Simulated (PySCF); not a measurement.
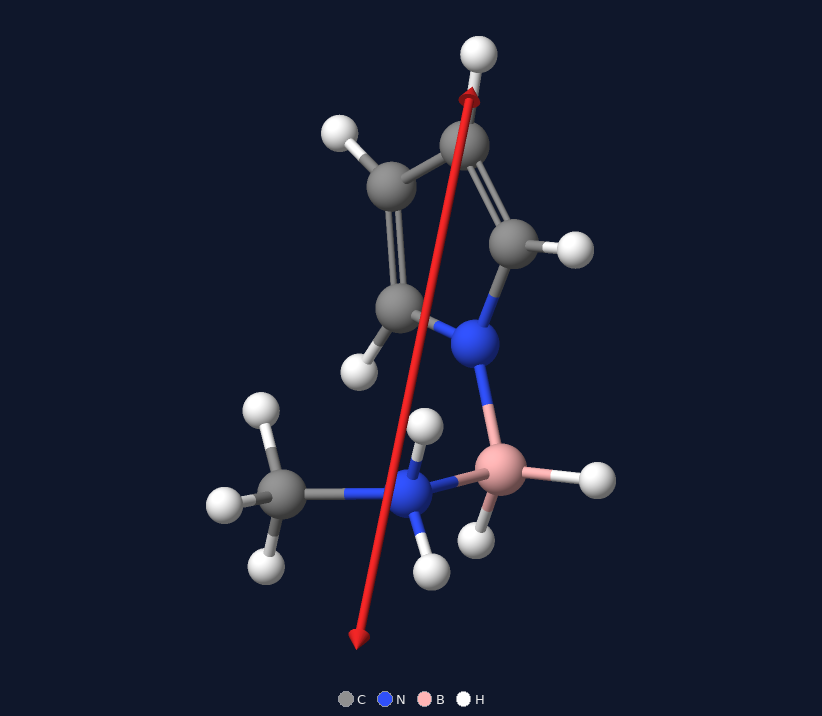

The double arrow shows the direction of the transition dipole to excited singlet state 6 (its length means nothing). The computed structure is the end point of a GFN2-xTB optimisation. No frequency run is at hand to confirm it as a minimum. Method: TDDFT CAM-B3LYP/def2-SVPD, vertical, gas phase, core orbitals frozen in the response (PySCF 2.14.0).

> Where does the transition lie, and how strong is it?

6.51 eV (191 nm), oscillator strength 0.068, of mixed character, with the largest part HOMO−1 → LUMO+1 (weight 0.25); transition dipole 1.67 D.

The geometry is semi-empirical. Around B such bond lengths and angles can be off by a tenth of an ångström or more and by several degrees, and values that hang on the shape move with them.
